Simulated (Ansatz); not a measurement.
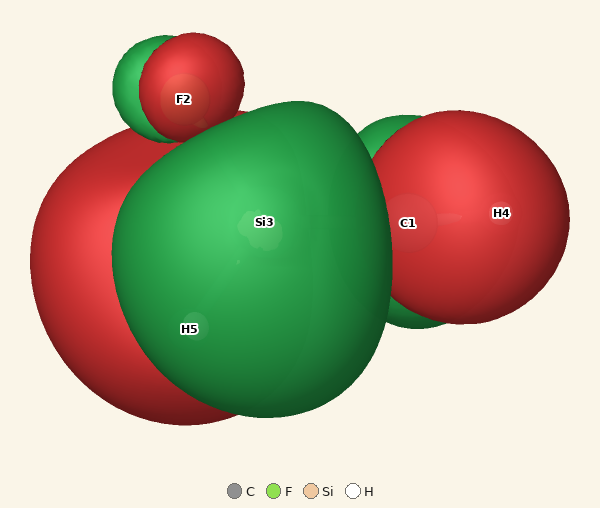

Figure 1: CH2FSi (SMILES [CH]=[SiH]F) (doublet). One frontier orbital at ±0.06 Å⁻³ᐟ² (green and red are the two phases), seen at an oblique angle.

Geometry: PBE-D3(BJ)/def2-SVP.

Computed with isolated molecule in a Gaussian basis; Kohn-Sham density functional theory, functional PBE0 (Ansatz 0.2.0).

```yaml
atoms:
  - { symbol: C, position_ang: [-1.3641, -2.0443, -0.3845] }
  - { symbol: F, position_ang: [-0.5216, 0.4192, 0.9763] }
  - { symbol: Si, position_ang: [-1.2656, -0.3772, -0.2428] }
  - { symbol: H, position_ang: [-1.3708, -3.1345, -0.3784] }
  - { symbol: H, position_ang: [-1.8227, 0.6293, -1.1803] }
```

Which orbital is it: HOMO (α) or LUMO (α)?

The LUMO (α), at −1.06 eV. It lies mainly on Si3 (about 60 %), C1 (about 20 %) and H5 (about 10 %); it changes sign across the molecular plane (π type); π-antibonding (a node) across C1–Si3.
